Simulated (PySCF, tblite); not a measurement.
# C₇H₆F radical: geometry, infrared bands and EPR parameters

Aim: predict the infrared bands and EPR parameters of C₇H₆F radical (`C#C[C@@H]1C[C@]12C[C]2F`).

The runs use tblite 0.8.0 and PySCF 2.14.0, with density-fitted response routines of our own; the level of theory stands in each step. All values are computed, except where a source is named. Atoms are numbered from 0 throughout.

**1. The molecule as given**

14 atoms, charge 0, multiplicity 2; geometry from: force field or distance geometry start.

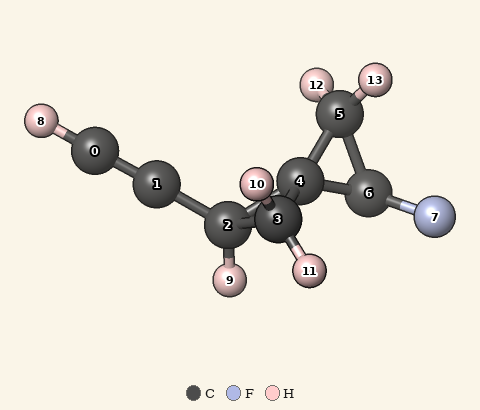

The starting geometry (carbon dark grey, fluorine light blue, hydrogen pink), atoms numbered.

**2. Optimising the geometry with GFN2-xTB**

What the job is given:

```
{"job": {"kind": "relax", "xc": "GFN2-xTB", "basis": "xTB"}, "charge": 0, "multiplicity": 2}
C      2.811800     0.287600     1.024400
C      1.804200    -0.213400     0.574700
C      0.632600    -0.831800     0.063100
C      0.106700    -0.325100    -1.327300
C     -0.588300    -0.036400    -0.072900
C     -1.406200     0.956900     0.568500
C     -1.907900    -0.404100     0.286200
F     -2.866000    -0.581000    -0.631700
H      3.690700     0.738700     1.416800
H      0.506700    -1.889900     0.268200
H      0.643400     0.466700    -1.811400
H     -0.317900    -1.072900    -1.989500
H     -1.251000     1.168900     1.628900
H     -1.859500     1.735300    -0.020000
```

Started as:

```bash
> OMP_NUM_THREADS=1 python probes_run.py task.json out
```

One launch serves the whole session: the jobs run in the order shown.

**Question.** This job is followed by: GFN2-xTB harmonic vibrations, gas phase; UKS B3LYP, pcH-1 on C F H, non-relativistic, mean-field spin-orbit, GIAO. Predict these results of the whole session: strongest single infrared mode (GFN2-xTB); zero-point energy (GFN2-xTB); g(iso) (B3LYP); ⟨S²⟩; largest a(iso); potential on the surface of density 0.002 e/bohr³, 1st and 99th percentile.

As calculated:

```
                                                                  quantity                 value
                                 strongest single infrared mode (GFN2-xTB)  1241 cm⁻¹, 92 km/mol
                                              zero-point energy (GFN2-xTB)         63.4 kcal/mol
                                                            g(iso) (B3LYP)               2.00383
                                                                      ⟨S²⟩    0.753 (exact 0.75)
                                                            largest a(iso)  13C on C6, 442.1 MHz
potential on the surface of density 0.002 e/bohr³, 1st and 99th percentile    -0.82 V and 1.44 V
```

In words: Over 60 steps the energy fell by 0.403 eV; of the close pairs, C4–C5 changed most, 1.438 to 1.517 Å. All 36 modes are real, so the xTB geometry is a minimum. The strongest single mode, at 1241 cm⁻¹, is carried by H9, C6, C4. Unscaled tight-binding wavenumbers are off by several per cent, some by more. Its intensities can rank the bands wrongly. Most of the unpaired spin sits on C6 (0.82 e). The isotropic g lies 1.5 ppt above the free-electron value. The conformer search found further structures of the same energy, which may be mirror or relabelled copies of this one.
